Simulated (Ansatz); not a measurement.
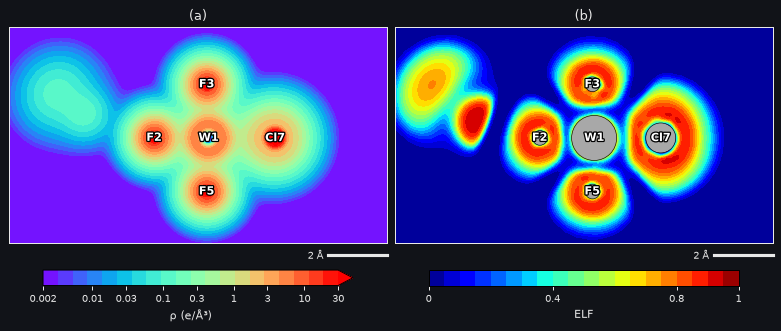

Figure. ClF$_{5}$W···HBr. (a) electron density; (b) ELF on the plane of atoms F2, W1 and F5. Grey discs cover the atomic cores in the ELF map.

Core potentials replace the inner electrons of W.

Level of theory: Ansatz, RHF/def2-SVP.

```yaml
atoms:
  - { symbol: W, position_ang: [-0.1911, -0.1913, -0.4537] }
  - { symbol: F, position_ang: [0.3301, 0.3498, 1.2273] }
  - { symbol: F, position_ang: [1.5697, -0.2423, -0.9218] }
  - { symbol: F, position_ang: [-0.2694, 1.5654, -0.9335] }
  - { symbol: F, position_ang: [-1.9208, -0.1102, 0.1170] }
  - { symbol: F, position_ang: [-0.0841, -1.9156, 0.1288] }
  - { symbol: Cl, position_ang: [-0.8308, -0.8545, -2.5212] }
  - { symbol: Br, position_ang: [2.5380, 2.6050, 3.3202] }
  - { symbol: H, position_ang: [1.6055, 1.6554, 2.8570] }
```

> Describe what can be read from this map.

The section cuts through W, F and Cl sites.
W–F (1.82 Å): the density is about 1.2 e/Å³ at the midpoint; the ELF peaks at about 0.80 in the valence shell of F, 0.5 Å from its nucleus, and drops to about 0.20 between the two atoms.
W–Cl (2.26 Å): ρ at the midpoint is about 0.76 e/Å³; the ELF peaks at about 0.85 in the valence shell of Cl, 0.8 Å from its nucleus, and is about 0.45 at the midpoint.
